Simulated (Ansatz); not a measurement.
# BH4NO: energy of protonation at one site from a Python script

Aim: the energy of protonation at one site, for BH4NO, run from a script. SMILES: NBO.

All numbers are computed with the Python package of Ansatz 0.2.0. Level of theory: r2SCAN+D4/def2-SVP.

### Step 1. Starting point

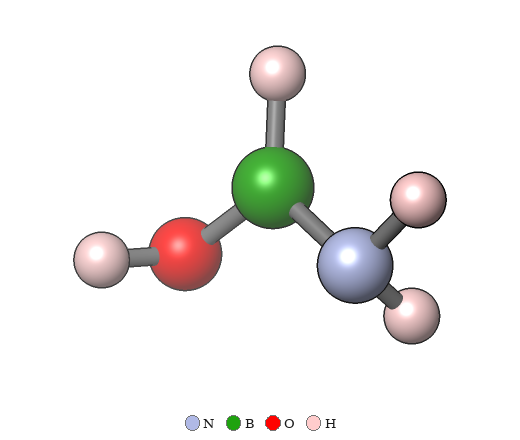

The starting structure, viewed from a chosen angle; nitrogen light blue, boron green, oxygen red, hydrogen pink.

The script holds or builds the structure itself.

### Step 2. The script

File pa.py:

```python
'''Proton affinity of BH4NO at one site.'''

import ansatz as az
import numpy as np


def main() -> None:
    geometry_ang = [
        ('N', (-0.7524, 0.0958, -0.7484)),
        ('B', (0.2339, 0.1501, 0.3507)),
        ('O', (1.0367, -1.0224, 0.5726)),
        ('H', (-1.4247, -0.5866, -0.5203)),
        ('H', (-1.3004, 1.0494, -0.7444)),
        ('H', (0.3755, 1.1291, 1.0261)),
        ('H', (1.8927, -0.8834, 0.018)),
    ]
    geometry = az.Crystal.molecule()
    for symbol, xyz in geometry_ang:
        geometry = geometry.atom(symbol, xyz)

    setup = (
        geometry.calculation()
        .basis(gaussian='def2-SVP')  # atom-centred Gaussian functions
        .functional('r2SCAN', dispersion='d4')
    )
    symbols = [site.symbol for site in geometry.cartesian_sites]
    start = np.array([site.position_ang for site in geometry.cartesian_sites], dtype=float)
    data = setup.relax(force_tolerance=0.01).run(threads=1, backend='cpu').report
    end = np.array(data['positions_ang'])

    # start the new hydrogen opposite the existing bonds
    away = sum((end[2] - end[j]) / np.linalg.norm(end[2] - end[j]) for j in [1, 6]) + np.array([0.15, 0.1, -0.2])
    proton = end[2] + 1.0 * away / np.linalg.norm(away)
    acid = az.Crystal.molecule()
    for symbol, place in zip(symbols, end):
        acid = acid.atom(symbol, place.tolist())
    acid = acid.atom('H', proton.tolist())
    protonated = (
        acid.calculation()
        .basis(gaussian='def2-SVP')
        .functional('r2SCAN', dispersion='d4')
        .charge(1)  # electrons removed from the neutral system
        .relax(force_tolerance=0.01, max_steps=80)
    )
    after = protonated.run(threads=1, backend='cpu').report
    xyz = np.array(after['positions_ang'])
    reach = np.linalg.norm(xyz[:-1] - xyz[-1], axis=1)
    print(f'base {data["free_energy_ev"]:.5f} eV, protonated {after["free_energy_ev"]:.5f} eV')
    print(f'the proton ends {reach.min():.3f} A from {symbols[reach.argmin()]}{reach.argmin()}')
    print(f'electronic proton affinity {23.060548 * (data["free_energy_ev"] - after["free_energy_ev"]):.1f} kcal/mol')


if __name__ == '__main__':
    main()
```

### Step 3. The input behind the calls

The package turns the script's settings into the engine's input (first run):

```yaml
crystal:
  periodic: [false, false, false]
  atoms:
    - { symbol: "N", position_ang: [-0.7524, 0.0958, -0.7484] }
    - { symbol: B, position_ang: [0.2339, 0.1501, 0.3507] }
    - { symbol: O, position_ang: [1.0367, -1.0224, 0.5726] }
    - { symbol: H, position_ang: [-1.4247, -0.5866, -0.5203] }
    - { symbol: H, position_ang: [-1.3004, 1.0494, -0.7444] }
    - { symbol: H, position_ang: [0.3755, 1.1291, 1.0261] }
    - { symbol: H, position_ang: [1.8927, -0.8834, 0.018] }
basis:
  gaussian:
    orbitals: def2-SVP
hamiltonian:
  xc: r2scan
  dispersion: d4
relax:
  f_tol: 0.01
```

### Step 4. Running it

Command:

```
$ python pa.py
```

Log:

```text
base -4275.38430 eV, protonated -4283.55769 eV
the proton ends 0.976 A from O2
electronic proton affinity 188.5 kcal/mol
```

Wall time 44 s (1 thread of Arm Neoverse V1, shared host); peak memory 0.21 GiB.

### Step 5. Inputs of later runs

The engine's inputs for the other runs:

Run 2, against run 1:

```diff
@@ -4,7 +4,8 @@
-    - { symbol: "N", position_ang: [-0.7524, 0.0958, -0.7484] }
-    - { symbol: B, position_ang: [0.2339, 0.1501, 0.3507] }
-    - { symbol: O, position_ang: [1.0367, -1.0224, 0.5726] }
-    - { symbol: H, position_ang: [-1.4247, -0.5866, -0.5203] }
-    - { symbol: H, position_ang: [-1.3004, 1.0494, -0.7444] }
-    - { symbol: H, position_ang: [0.3755, 1.1291, 1.0261] }
-    - { symbol: H, position_ang: [1.8927, -0.8834, 0.018] }
+    - { symbol: "N", position_ang: [-0.9508259887663315, 0.17354889269308565, -0.4442071743473977] }
+    - { symbol: B, position_ang: [0.2958454744498175, 0.15747137969990507, 0.19881477594405023] }
+    - { symbol: O, position_ang: [1.0267945015630209, -1.003886179049158, 0.18964189185948277] }
+    - { symbol: H, position_ang: [-1.3293241587114477, -0.6407108399170501, -0.9141667009012514] }
+    - { symbol: H, position_ang: [-1.54340516328825, 0.9905254729646815, -0.4784584983520122] }
+    - { symbol: H, position_ang: [0.6995289065637856, 1.1641233899445136, 0.7464815156523258] }
+    - { symbol: H, position_ang: [1.862686428189405, -0.9090721163359778, 0.6561941901448026] }
+    - { symbol: H, position_ang: [0.8586168283323192, -1.7666301082419609, -0.434808241222601] }
@@ -16,0 +18 @@
+total_charge: 1.0
@@ -18,0 +21 @@
+  max_steps: 80
```

### Step 6. What the script built

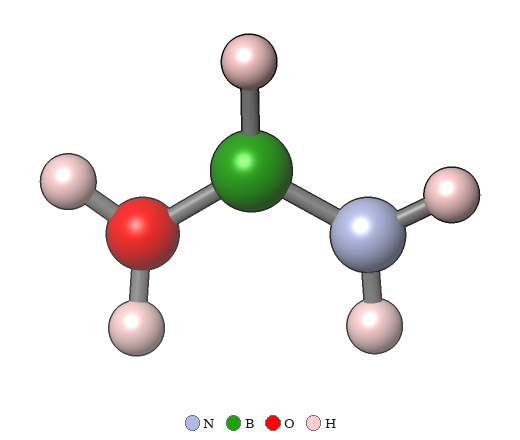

The system of run 2 as the script built it (8 atoms; nitrogen light blue, boron green, oxygen red, hydrogen pink).

### Step 7. What each run gave

One row for each of the 2 runs:

```csv
run,system,energy (eV),SCF cycles in all,CPU time (s)
1,BH4NO,-4275.3843,95,24
2,"BH5NO, charge +1",-4283.5577,75,20
```

Totals carry meaning only in balanced differences at one level of theory.

### Step 8. How the relaxation of run 1 went

The steps of the relaxation:

```
step  energy from step 1 (eV)  largest force component (eV/Å)
   1                   0.0000                          4.1935
   2                  -0.4825                          1.9742
   3                  -0.6583                          2.5468
   4                  -0.9781                          1.5765
   5                  -1.2072                          0.4794
   6                  -1.2588                          0.1049
   7                  -1.2625                          0.0303
   8                  -1.2626                          0.0104
   9                  -1.2626                          0.0163
  10                  -1.2626                          0.0041
```

Step 1 is the start.

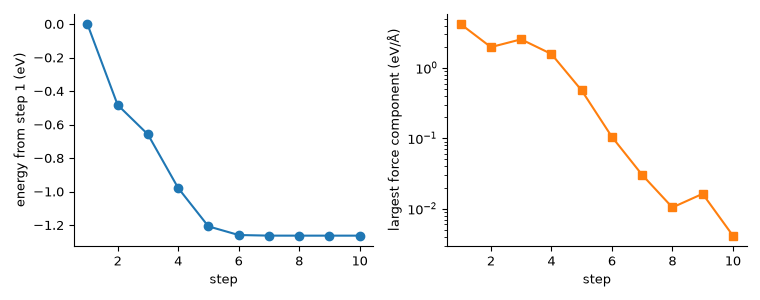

Energy and largest force along the relaxation.

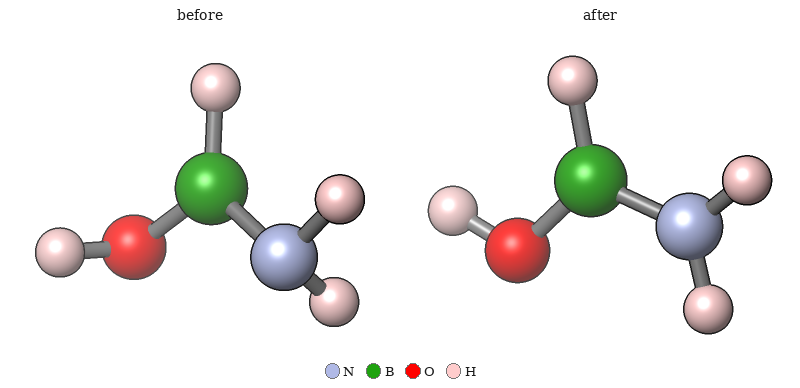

Before and after, at one scale.

Before: Bond lengths: N1–B2 1.478 Å, B2–O3 1.438 Å, N1–H4 0.985 Å, N1–H5 1.100 Å, B2–H6 1.198 Å, O3–H7 1.029 Å. Angles: N1–B2–O3 117.2°, N1–B2–H6 121.9°, O3–B2–H6 120.9°, B2–N1–H4 108.0°, B2–N1–H5 107.3°, H4–N1–H5 105.1°, B2–O3–H7 105.7°.

After: Bond lengths: N1–B2 1.403 Å, B2–O3 1.372 Å, N1–H4 1.013 Å, N1–H5 1.010 Å, B2–H6 1.215 Å, O3–H7 0.962 Å. Angles: N1–B2–O3 118.7°, N1–B2–H6 119.5°, O3–B2–H6 121.8°, B2–N1–H4 122.4°, B2–N1–H5 123.1°, H4–N1–H5 114.5°, B2–O3–H7 112.1°.

### Step 9. Path of the relaxation of run 2

The steps of the relaxation:

```csv
step,energy from step 1 (eV),largest force component (eV/Å)
1,0.0000,3.9146
2,-0.2618,1.9543
3,-0.1782,1.4757
4,-0.3788,0.5558
5,-0.3853,0.1974
6,-0.3864,0.0467
7,-0.3867,0.0072
```

Step 1 is the start. Step 3 was tried and not accepted.

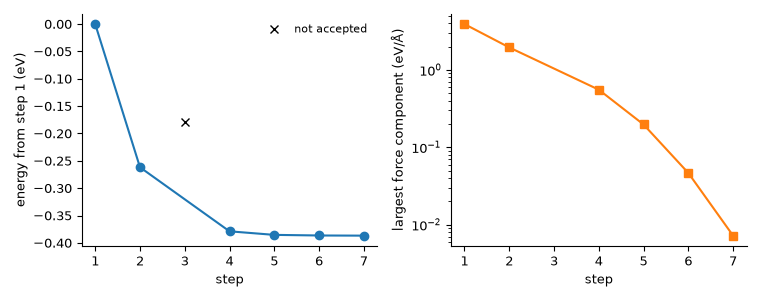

Energy and largest force along the relaxation.

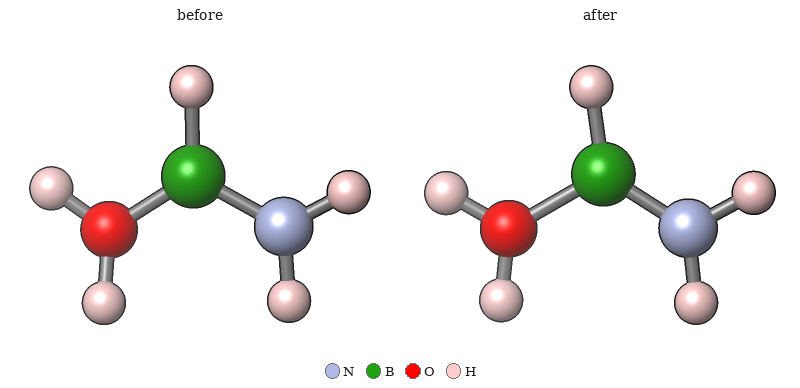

The structure before (left) and after (right) the relaxation, drawn at the same scale.

Before: Bond lengths: N1–B2 1.403 Å, B2–O3 1.372 Å, N1–H4 1.013 Å, N1–H5 1.010 Å, B2–H6 1.215 Å, O3–H7 0.962 Å, O3–H8 1.000 Å. Angles: N1–B2–O3 118.7°, N1–B2–H6 119.5°, O3–B2–H6 121.8°, B2–N1–H4 122.4°, B2–N1–H5 123.1°, H4–N1–H5 114.5°, B2–O3–H7 112.1°, B2–O3–H8 124.1°, H7–O3–H8 121.6°.

After: Bond lengths: N1–B2 1.362 Å, B2–O3 1.492 Å, N1–H4 1.016 Å, N1–H5 1.018 Å, B2–H6 1.190 Å, O3–H7 0.976 Å, O3–H8 0.976 Å. Angles: N1–B2–O3 117.8°, N1–B2–H6 130.0°, O3–B2–H6 112.2°, B2–N1–H4 128.2°, B2–N1–H5 119.4°, H4–N1–H5 112.5°, B2–O3–H7 120.6°, B2–O3–H8 126.3°, H7–O3–H8 113.1°.

### Step 10. Results

```
                             quantity           value
           electronic proton affinity  188.5 kcal/mol
                        runs compared               2
     moves of the relaxation of run 1               9
               energy gained in run 1        1.263 eV
last largest force component of run 1     0.0041 eV/Å
     moves of the relaxation of run 2               5
               energy gained in run 2        0.387 eV
last largest force component of run 2     0.0072 eV/Å
```

In words: Run 1: The relaxation took 9 moves; the largest shift is 0.639 Å, of atom 7 (H). Run 2: The relaxation took 5 moves; the largest shift is 0.155 Å, of atom 8 (H). The proton is put on one chosen atom, which needn't be the most basic site, so the molecule's proton affinity can be higher; the ends are stationary points, not checked by frequencies, and zero-point and thermal terms count only where printed.
